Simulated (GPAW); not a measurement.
**La L₃ ELNES/XANES of La2O3 (P-3m1) from DFT**

Aim: the dependence of the La L₃ near-edge features of La2O3 (P-3m1) on volume.

Method: X-ray absorption from dipole matrix elements to empty bands, plane-wave PAW PBE, without spin-orbit coupling, in GPAW 26.7.0.

### 1. The structure

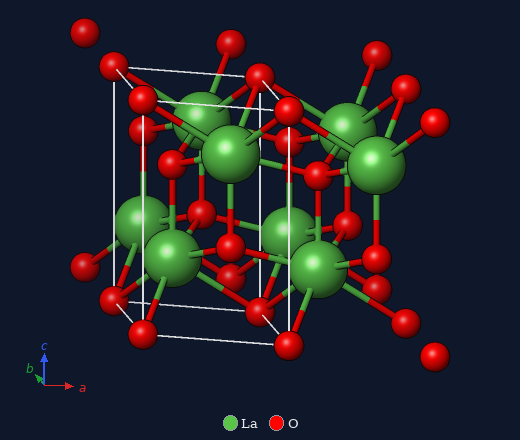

The cell as given, slightly off an axis (lanthanum green, oxygen red). 2×2×1 cells are drawn. Bonds to atoms that aren't drawn are left out. Some periodic images of atoms are drawn too.

As a file:

```
La O
1.0
     3.93078    0.00000    0.00000
    -1.96539    3.40415    0.00000
     0.00000    0.00000    6.11195
La O
2 3
Direct
  0.33333 0.66667 0.24624
  0.66667 0.33333 0.75376
  0.00000 0.00000 0.00000
  0.33333 0.66667 0.64589
  0.66667 0.33333 0.35411
```

### 2. The field without a hole

A plain self-consistent run shows whether there is a gap, which decides the set-up of the core-hole run.

scf.py

```python
import numpy as np
from ase import Atoms
from ase.parallel import parprint, paropen
from gpaw import GPAW, PW, FermiDirac, Mixer, MixerDif, setup_paths
from gpaw.test import gen
setup_paths.insert(0, '.')
gen('La', name='nch2p', xcname='PBE', corehole=(2, 1, 0), write_xml=True)
from gpaw.mpi import world
world.barrier()

atoms = Atoms('La2O3',
    cell=[[3.93077788, 0, 0],
     [-1.96538894, 3.4041535, 0],
     [0, 0, 6.11195352]],
    scaled_positions=[[0.33333333, 0.66666667, 0.24623568],
     [0.66666667, 0.33333333, 0.75376432],
     [0, 0, 0],
     [0.33333333, 0.66666667, 0.64589065],
     [0.66666667, 0.33333333, 0.35410935]],
    pbc=True)
atoms.calc = calc = GPAW(legacy_gpaw=True, mode=PW(500), xc='PBE', setups={0: 'nch2p'},
    kpts={'size': (7, 7, 4), 'gamma': True}, occupations=FermiDirac(0.05),
    charge=0, mixer=Mixer(0.1, 5, 50), maxiter=150,
    convergence={'density': 0.0001}, txt='scf.txt')
energy = atoms.get_potential_energy() + calc.get_reference_energy()
ef = calc.get_fermi_level()
out = dict(energy=energy, fermi=ef, forces=atoms.get_forces().tolist())
parprint(f'all-electron energy {energy:.4f} eV, Fermi level {ef:.4f} eV')
ev = np.array([[calc.get_eigenvalues(k, s) for k in range(len(calc.get_ibz_k_points()))] for s in range(calc.get_number_of_spins())])
out['homo'], out['lumo'], out['counts'] = ev[ev < ef].max(), ev[ev > ef].min(), sorted(set((ev < ef).sum((0, 2)).tolist()))
out['filled'] = (ev[:, 0] < ef).sum(1).tolist()
import json
with paropen('out.json', 'w') as f:
    json.dump(out, f)
```

Launch:

```sh
$ OMP_NUM_THREADS=1 mpirun -n 2 gpaw python scf.py
```

Numbers of over 12 decimals in the logs are rounded to 6 here.

The program printed:

```text
Input parameters:
  convergence: {density: 0.0001}
  kpts: {gamma: True,
         size: (7, 7, 4)}
  maxiter: 150
  mixer: {backend: pulay,
          beta: 0.1,
          method: separate,
          nmaxold: 5,
          weight: 50}
  mode: {ecut: 500.0,
         name: pw}
  occupations: {fixmagmom: False,
                name: fermi-dirac,
                width: 0.05}
  setups: {0: nch2p}
  xc: PBE

Initialize ...

[... PAW data sets ...]

Reference energy: -468237.758648  # eV

Spin-paired calculation

[... convergence settings ...]
Symmetries present (total): 6
  [... symmetry matrices ...]

196 k-points: 7 x 7 x 4 Monkhorst-Pack grid + [0.000000,0.000000,1/8]
28 k-points in the irreducible part of the Brillouin zone
       k-points in crystal coordinates                weights
   0:     0.00000000    0.00000000    0.00000000          1/196
   1:     0.00000000    0.00000000    0.25000000          2/196
   2:     0.00000000    0.00000000    0.50000000          1/196
   3:     0.14285714    0.00000000   -0.25000000          6/196
   4:     0.14285714    0.00000000    0.00000000          6/196
   5:     0.14285714    0.00000000    0.25000000          6/196
   6:     0.14285714    0.00000000    0.50000000          6/196
   7:     0.28571429   -0.14285714    0.00000000          6/196
   8:     0.28571429   -0.14285714    0.25000000         12/196
   9:     0.28571429   -0.14285714    0.50000000          6/196
          ...
  27:     0.42857143    0.42857143    0.50000000          6/196

Wave functions: Plane wave expansion
  Cutoff energy: 500.000 eV
  Number of coefficients (min, max): 2057, 2098
  Pulay-stress correction: 0.000000 eV/Ang^3 (de/decut=0.000000)
  Using FFTW library
  Wavefunction extrapolation:
    Improved wavefunction reuse through dual PAW basis

Occupation numbers: Fermi-Dirac:
  width: 0.0500  # eV

Eigensolver
   Davidson(niter=2)

Densities:
  Coarse grid: 21*21*32 grid
  Fine grid: 42*42*64 grid
  Total Charge: 0.000000

Density mixing:
  Method: separate
  Backend: pulay
  Linear mixing parameter: 0.1
  old densities: 5
  Width of damping distribution: 1.1
  Damping of long wavelength oscillations: 50

[... Hamiltonian set-up ...]
Number of atoms: 5
Number of atomic orbitals: 42
Number of bands in calculation: 28
Number of valence electrons: 40
Bands to converge: occupied

... initialized

Initializing position-dependent things.

Density initialized from atomic densities
Creating initial wave functions:
  28 bands from LCAO basis set

         O   La

         La  O

       O

Atomic positions and initial magnetic moments

Positions:
   0 La    -0.000000    2.269436    1.504981    ( 0.0000,  0.0000,  0.0000)
   1 La     1.965389    1.134718    4.606972    ( 0.0000,  0.0000,  0.0000)
   2 O      0.000000    0.000000    0.000000    ( 0.0000,  0.0000,  0.0000)
   3 O     -0.000000    2.269436    3.947654    ( 0.0000,  0.0000,  0.0000)
   4 O      1.965389    1.134718    2.164300    ( 0.0000,  0.0000,  0.0000)

Unit cell:
           periodic     x           y           z      points  spacing
  1. axis:    yes    3.930778    0.000000    0.000000    21     0.1621
  2. axis:    yes   -1.965389    3.404154    0.000000    21     0.1621
  3. axis:    yes    0.000000    0.000000    6.111954    32     0.1910

  Lengths:   3.930778   3.930778   6.111954
  Angles:   90.000000  90.000000 120.000000

Effective grid spacing dv^(1/3) = 0.1796

iter:   1   -44.799379
iter:   2   -42.125296   -0.48  -0.87
iter:   3   -40.095731   +0.15  -0.98
iter:   4   -40.312201   -1.04  -1.33
iter:   5   -40.380074   -1.70  -1.41
iter:   6   -40.305455   -0.59  -1.70
iter:   7   -40.228496   -1.37  -1.86
iter:   8   -40.236448   -2.15  -2.36
iter:   9   -40.237018c  -2.65  -2.45
iter:  10   -40.234559c  -2.61  -2.50
iter:  11   -40.234810c  -3.32  -2.95
iter:  12   -40.234961c  -3.54  -3.02
iter:  13   -40.234880c  -4.11  -3.27
iter:  14   -40.234859c  -4.67  -3.52
iter:  15   -40.234861c  -5.21  -3.61
iter:  16   -40.234861c  -5.25  -3.67
iter:  17   -40.234858c  -5.73  -4.10c
iter:  18   -40.234858c  -6.14  -4.17c
iter:  19   -40.234858c  -6.60  -4.21c
iter:  20   -40.234858c  -6.66  -4.36c
iter:  21   -40.234858c  -7.06  -4.43c
iter:  22   -40.234858c  -7.06  -4.67c
iter:  23   -40.234858c  -7.54c -4.94c

Converged after 23 iterations.

Dipole moment: (-0.081767, 0.047208, -0.066425) |e|*Ang

Energy contributions relative to reference atoms: (reference = -468237.758648)

Kinetic:        +48.805508
Potential:      -46.269706
External:        +0.000000
XC:             -42.158325
Entropy (-ST):   -0.000000
Local:           -0.612335
SIC:             +0.000000
--------------------------
Free energy:    -40.234858
Extrapolated:   -40.234858

Showing only first 2 kpts
 Kpt  Band  Eigenvalues  Occupancy
  0    18      8.00168    2.00000
  0    19      8.26198    2.00000
  0    20     12.87176    0.00000
  0    21     12.98557    0.00000

  1    18      8.04282    2.00000
  1    19      8.04353    2.00000
  1    20     13.06341    0.00000
  1    21     13.10534    0.00000

Fermi level: 9.76440

Gap: 3.940 eV
Transition (v -> c):
  (s=0, k=21, n=19, [0.43, 0.00, 0.50]) -> (s=0, k=22, n=20, [0.43, 0.29, 0.00])
Direct/indirect transitions are different
Direct gap: 4.099 eV
Transition at: (s=0, k=22, n=19, [0.43, 0.29, 0.00])

Forces in eV/Ang:
  0 La   -0.00000    0.00000   -0.13745
  1 La    0.00000    0.00000   -0.00790
  2 O     0.00000    0.00000   -0.15867
  3 O     0.00000    0.00000    0.18095
  4 O     0.00000   -0.00000    0.12472
Scalar-relativistic atomic PBE calculation for La (Lanthanum, Z=57)
Core hole in 2p state (2p occupation: 6.0)
900 radial gridpoints.
|------------------------------------------------|
|------------------------------------------------|
[... the atom generator's iteration count ...]

Energy contributions:
-------------------------
Kinetic:    +8970.889794
XC:          -203.038814
Potential: -17257.020874
-------------------------
Total:      -8489.169894

state      eigenvalue         ekin         rmax
-----------------------------------------------
1s^2.0 : -1422.359170  1827.781936        0.016
2s^2.0 :  -226.504887   386.199792        0.091
2p^6.0 :  -203.193054   359.522526        0.073
3s^2.0 :   -48.450393   115.265876        0.261
3p^6.0 :   -40.982195   106.187687        0.255
3d^10.0:   -30.191789    97.311492        0.210
4s^2.0 :    -9.783488    34.839471        0.609
4p^6.0 :    -7.350902    30.434202        0.635
4d^10.0:    -3.816906    23.904422        0.672
5s^2.0 :    -1.429070     7.692186        1.410
5p^6.0 :    -0.823504     5.702870        1.586
5d^1.0 :    -0.113687     2.181759        2.213
6s^2.0 :    -0.135137     0.953330        3.822
-----------------------------------------------
(units: Bohr and Hartree)

Generating PAW setup
Kinetic energy of the core from tauc = 9261.702074949118
Cutoffs:
rc(s)=2.300
rc(p)=2.000
rc(d)=1.900
rc(vbar)=1.710
rc(comp)=1.900
rc(nct)=2.300

Kinetic energy of the core states: 8917.199785
Charge: 0.0
Core electrons: 46.0
Valence electrons: 11.0
Pseudo-core charge: 0.293530
Shape function alpha=2.770
Pseudo-electron charge 12.835281
state    eigenvalue         norm
--------------------------------
5s(2) :    -1.429070     1.429748
6s(2) :    -0.135137     1.050534
5p(6) :    -0.823504     1.097737
*p    :     0.176496
5d(1) :    -0.113687     0.994766
*d    :     0.886313
--------------------------------

Diagonalizing with gridspacing h=0.050

state   all-electron     PAW
-------------------------------
5s:      -1.429070    -1.429911
5p:      -0.823504    -0.824371
5d:      -0.113687    -0.113988
*f:                    0.053042
-------------------------------
all-electron energy -468277.9935 eV, Fermi level 9.7644 eV
```

The job ended after 33 s (2 MPI ranks of Arm Neoverse V1, shared host; peak memory 0.23 GiB; 67 s of CPU time).

The mesh shows a gap of 3.94 eV, so the hole is first treated in a charged cell, without the excited electron.

### 3. Reference energy of the supercell

The photon energy needs a difference of total energies, so the cell and mesh of the coming hole run are first run without a hole.

scf.py: that of step 2 with these lines changed.

```diff
@@ -10,14 +10,24 @@
 
-atoms = Atoms('La2O3',
-    cell=[[3.93077788, 0, 0],
-     [-1.96538894, 3.4041535, 0],
-     [0, 0, 6.11195352]],
-    scaled_positions=[[0.33333333, 0.66666667, 0.24623568],
-     [0.66666667, 0.33333333, 0.75376432],
+atoms = Atoms('La6O9',
+    cell=[[-5.89616682, 3.4041535, 0],
+     [-5.89616682, -3.4041535, 0],
+     [3.93077788, 0, 6.11195352]],
+    scaled_positions=[[0.41541189, 0.74874523, 0.24623568],
+     [0.74874523, 0.08207856, 0.24623568],
+     [0.08207856, 0.41541189, 0.24623568],
+     [0.25125477, 0.91792144, 0.75376432],
+     [0.58458811, 0.25125477, 0.75376432],
+     [0.91792144, 0.58458811, 0.75376432],
      [0, 0, 0],
-     [0.33333333, 0.66666667, 0.64589065],
-     [0.66666667, 0.33333333, 0.35410935]],
+     [0.33333333, 0.33333333, 0],
+     [0.66666667, 0.66666667, 0],
+     [0.54863022, 0.88196355, 0.64589065],
+     [0.88196355, 0.21529688, 0.64589065],
+     [0.21529688, 0.54863022, 0.64589065],
+     [0.11803645, 0.78470312, 0.35410935],
+     [0.45136978, 0.11803645, 0.35410935],
+     [0.78470312, 0.45136978, 0.35410935]],
     pbc=True)
 atoms.calc = calc = GPAW(legacy_gpaw=True, mode=PW(500), xc='PBE', setups={0: 'nch2p'},
-    kpts={'size': (7, 7, 4), 'gamma': True}, occupations=FermiDirac(0.05),
+    kpts={'size': (3, 3, 3), 'gamma': True}, occupations=FermiDirac(0.02),
     charge=0, mixer=Mixer(0.1, 5, 50), maxiter=150,
```

The program printed:

```text
Input parameters:
  convergence: {density: 0.0001}
  kpts: {gamma: True,
         size: (3, 3, 3)}
  maxiter: 150
  mixer: {backend: pulay,
          beta: 0.1,
          method: separate,
          nmaxold: 5,
          weight: 50}
  mode: {ecut: 500.0,
         name: pw}
  occupations: {fixmagmom: False,
                name: fermi-dirac,
                width: 0.02}
  setups: {0: nch2p}
  xc: PBE

Initialize ...

[...]
6s(2) :    -0.135137     1.050534
5p(6) :    -0.823504     1.097737
*p    :     0.176496
5d(1) :    -0.113687     0.994766
*d    :     0.886313
--------------------------------

Diagonalizing with gridspacing h=0.050

state   all-electron     PAW
-------------------------------
5s:      -1.429070    -1.429911
5p:      -0.823504    -0.824371
5d:      -0.113687    -0.113988
*f:                    0.053042
-------------------------------
all-electron energy -1405057.1672 eV, Fermi level 9.1914 eV
[key lines of the parts left out:]
Converged after 48 iterations.
Dipole moment: (-0.105225, -0.052684, -0.066319) |e|*Ang
Free energy:   -121.803823
Fermi level: 9.19136
```

Run time: 6.3 min. Hardware: 2 MPI ranks; peak memory 0.46 GiB.

Reference energy: -1405057.167 eV with the cores included.

(Part 1 of 4 ends here.)

[Banner, clock and machine lines of the logs are left out without a mark of their own.]

[Logs are printed without paths, hosts, clocks, repeated set-up lines and the standing remarks that a program may print on its own settings, such as how far it seeks lower states.]

[Hosts, paths, dates, database ids (printed as entryN), source tags and the programs' standing remarks are cut or masked in the printed files.]

[Lists of maxima count a maximum above −3 eV only where it reaches 4 % of the highest in the window and stands out from its surroundings by 2 % of it (1.5 % where it reaches 55 %); shoulders and weaker maxima are passed over, and of the rest the first, up to two pre-edge ones and the few strongest are named.]
